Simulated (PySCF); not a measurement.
C7H12GaN, singlet at its GFN2-xTB optimised geometry (Å):

```
21

Ga    -2.2700    -1.2560     0.0000
H     -2.4078    -1.9694    -1.3906
C     -2.5779     0.7449     0.0000
H     -2.1927     1.2041     0.9185
H     -3.6429     0.9921    -0.0473
H     -2.0988     1.2560    -0.8421
C     -2.7575    -2.3606     1.6234
H     -2.1673    -3.2801     1.7093
H     -3.8072    -2.6707     1.5872
H     -2.6367    -1.8040     2.5611
C      2.5680    -0.9947    -0.0541
C      1.8351    -0.9962    -1.2319
C      0.4609    -1.1304    -1.1556
N     -0.1767    -1.2560     0.0000
C      0.5167    -1.2466     1.1296
C      1.8942    -1.1205     1.1514
H      3.6429    -0.8959    -0.0753
H      2.3208    -0.8958    -2.1897
H     -0.1750    -1.1424    -2.0340
H     -0.0682    -1.3453     2.0360
H      2.4267    -1.1210     2.0895
```

Computed with CAM-B3LYP/def2-SVP (PySCF 2.14.0).

Map of the Laplacian of the electron density (e/bohr⁵), clipped to [-1.50, 1.50] on the plane z = 0.6 Å:

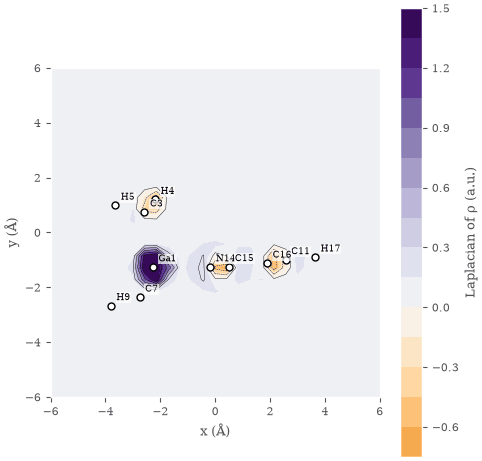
Figure: Laplacian of the electron density (e/bohr⁵), clipped to [-1.50, 1.50] on the plane z = 0.6 Å.
